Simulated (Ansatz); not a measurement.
# SiS (SMILES [Si-]#[S+]) at PBE0/cc-pVTZ

What is the vertical ionisation energy of SiS at PBE0/cc-pVTZ? 

The results are computed with Ansatz 0.2.0.

43 further runs of the same task are left out: 43 set aside as unsound or not needed.

### 1 The system as given

The species is SiS (2 atoms), meant as a singlet with charge 0. As SMILES, `[Si-]#[S+]`. Geometry: the measured bond length.

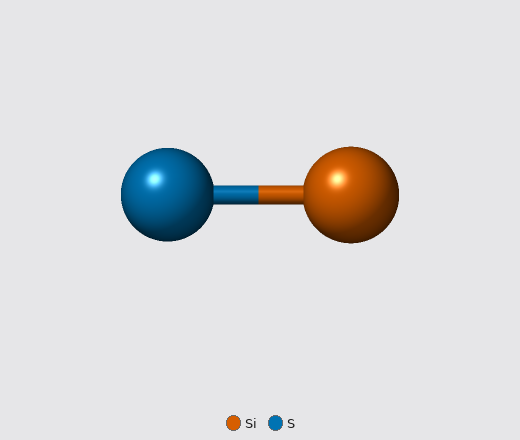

Viewed from a chosen angle; silicon orange, sulfur blue.

### 2 A single-point energy at PBE0/cc-pVTZ

Contents of job.yaml:

```yaml
crystal:
  periodic: [false, false, false]
  atoms:
    - {symbol: Si, position_ang: [0.000000, 0.000000, 0.000000]}
    - {symbol: S, position_ang: [0.000000, 0.000000, 1.929321]}
basis:
  gaussian: {orbitals: cc-pVTZ}
hamiltonian: {xc: pbe0}
accuracy: high
output: {orbitals: {seedname: orbitals}}
```

Started as:

```console
$ ansatz run job.yaml --threads 1 --pin off --max-ram 3480MiB --events-out events.jsonl --progress --plain --runs-dir runs
```

Standard output:

```text
Warning: RAYON_NUM_THREADS=1 ignored (pool sized by the plan → 1); use --threads N
Functional definition: PBE0
  name "PBE0"
  parameter a = 0.25
  parameter kappa = 0.804
  parameter beta = 0.06672455060314922
  exchange = (1 - a)*pbe_x(kappa = kappa, mu = beta*pi^2/3) + a*exact_x
  correlation = pbe_c(beta = beta)
939 factors; integrals over basis functions are off by at most 3.3e-9 eV
mean field evaluation 1: about -18705.1854 eV, gradient 2.2e1 eV
mean field evaluation 2: about -18698.2310 eV, gradient 5.0e1 eV
mean field evaluation 4: about -18706.7111 eV, gradient 1.9e0 eV
mean field evaluation 8: about -18706.7220 eV, gradient 2.4e-2 eV
mean field evaluation 16: about -18706.7220 eV, gradient 1.4e-6 eV
mean field -18706.72196902 eV, -687.4593524899 hartree, gradient 3.5e-8 eV, S^2 0.000000; 0 other end points of the search recorded, 0 dependent functions left out
reference -18706.72197048 eV, -687.4593525437 hartree; 15, 15 occupied and 53, 53 virtual orbitals, 939 factors
Total energy: -18706.72197048 eV, -687.4593525437 hartree
```

Run time: 2.5 s. Hardware: 1 thread of Arm Neoverse V1, shared host; peak memory 0.13 GiB.

### 3 The doublet cation, same level

Contents of input.yaml:

```yaml
crystal:
  periodic: [false, false, false]
  atoms:
    - {symbol: Si, position_ang: [0.000000, 0.000000, 0.000000]}
    - {symbol: S, position_ang: [0.000000, 0.000000, 1.929321]}
basis:
  gaussian: {orbitals: cc-pVTZ}
output: {orbitals: {seedname: orbitals}}
hamiltonian: {xc: {name: PBE0}}
accuracy: high
magnetization: {spin_polarized: true, initial_magnetization: 1}
total_charge: 1
```

Started as:

```console
$ ansatz run input.yaml --threads 1 --pin off --max-ram 3480MiB --events-out events.jsonl --progress --plain --runs-dir runs
```

Standard output, shortened:

```text
Warning: RAYON_NUM_THREADS=1 ignored (pool sized by the plan → 1); use --threads N
[... 7 set-up lines as earlier in the session ...]
939 factors; integrals over basis functions are off by at most 3.3e-9 eV
mean field evaluation 1: about -18688.9414 eV, gradient 3.2e1 eV
mean field evaluation 2: about -18630.7403 eV, gradient 8.7e1 eV
mean field evaluation 4: about -18695.9261 eV, gradient 6.7e0 eV
mean field evaluation 8: about -18696.3193 eV, gradient 6.5e-2 eV
mean field evaluation 16: about -18696.3195 eV, gradient 3.2e-4 eV
mean field evaluation 32: about -18696.2621 eV, gradient 3.8e-1 eV
mean field -18696.31947546 eV, -687.0770679026 hartree, gradient 1.6e-8 eV, S^2 0.759716; 1 other end points of the search recorded, 0 dependent functions left out
reference -18696.31947711 eV, -687.0770679633 hartree; 15, 14 occupied and 53, 54 virtual orbitals, 939 factors
Total energy: -18696.31947711 eV, -687.0770679633 hartree
```

Run time: 7.8 s. Hardware: 1 thread of Arm Neoverse V1, shared host; peak memory 0.19 GiB.

### 4 Results

Level: PBE0/cc-pVTZ.

| quantity | value |
| --- | --- |
| singlet SiS: total energy | -687.45935 Eh |
| singlet SiS: HOMO energy | -8.04 eV |
| singlet SiS: LUMO energy | -2.32 eV |
| singlet SiS: HOMO–LUMO gap | 5.72 eV |
| doublet cation: total energy | -687.07707 Eh |
| doublet cation: HOMO energy (highest over α and β) | -15.21 eV |
| doublet cation: LUMO energy (lowest over α and β) | -12.73 eV |
| doublet cation: ⟨S²⟩ | 0.760 |
| vertical ionisation energy (to the doublet cation) | 10.402 eV |

**Reading.** Removing an electron at fixed nuclei costs 10.40 eV (1004 kJ/mol). The negative HOMO energy of the first species, 8.04 eV, lies 2.36 eV below that difference.
